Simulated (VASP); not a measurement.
Band structure of P (black). Level of theory: PBE GGA with D4 dispersion, VASP's PBE PAW potentials (set 64) (plane waves; VASP).

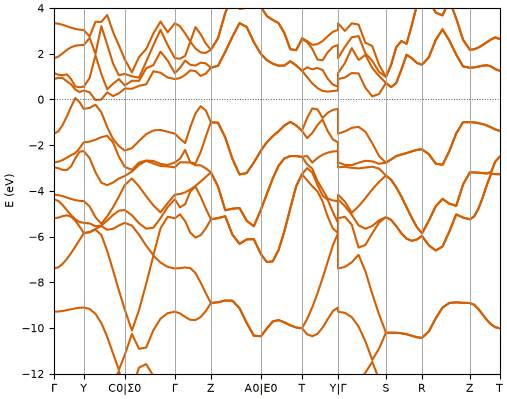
Bands along high-symmetry lines, zero at the valence-band maximum or, without a gap, the Fermi level

### Question
Read the plot: is there a gap, and where are the band edges?

### Answer
It has no gap at this level: it comes out as a metal or semimetal. (Edges off the drawn lines would not show.)

Measured: gap 0.35 eV (computed value off by -0.35 eV), as given by Das et al., (2018), arXiv:1807.05623.

The compound is P in the black structure. It was relaxed first, which changed the volume by -7 %.
